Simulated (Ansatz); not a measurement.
The reference is AlN in the zinc blende structure (space group F-43m, No. 216; a = 4.403 Å).

Perturbation: a hydrostatic pressure of 1.5 GPa.

Calculations: PBE/PAW in Ansatz (an electronic-structure program), no SOC.

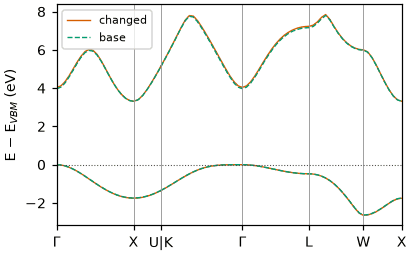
*Highest valence and lowest conduction band along the path, each from its own valence-band maximum*

Problem. From the figure, how large is the changed gap, and is it direct?

Solution. About 3.3 eV, indirect, Γ → X.

Load acts through the strain it causes; cell and atoms are relaxed under it. Stability against distortions was not tested. This is not the structure that AlN has at room temperature and ambient pressure.
